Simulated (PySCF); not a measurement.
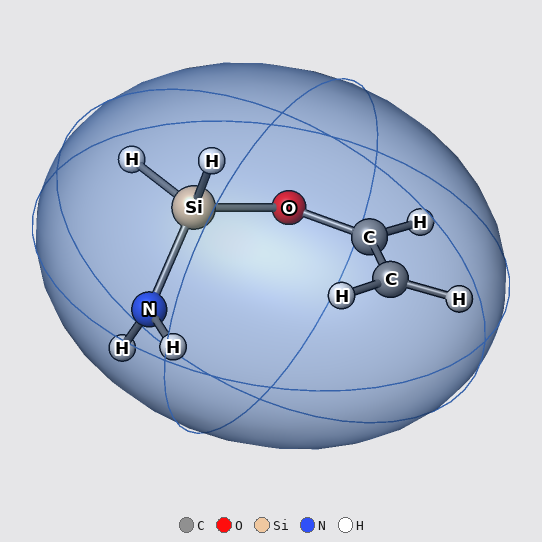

The ellipsoid shows the static dipole polarisability: its half-axes are proportional to the principal values. The geometry was computed by an optimisation with PBE0-D3(BJ)/def2-SVP. No frequency run is at hand to confirm it as a minimum. Level of theory: CAM-B3LYP/def2-SVPD (PySCF 2.14.0).

Question. Give the principal values, the mean and the anisotropy.

Answer. Principal values 52.8, 62.2, 73.0 bohr³; mean 62.7 bohr³ (9.29 Å³); anisotropy 17.5 bohr³, so the longest axis is 1.38 times the shortest.
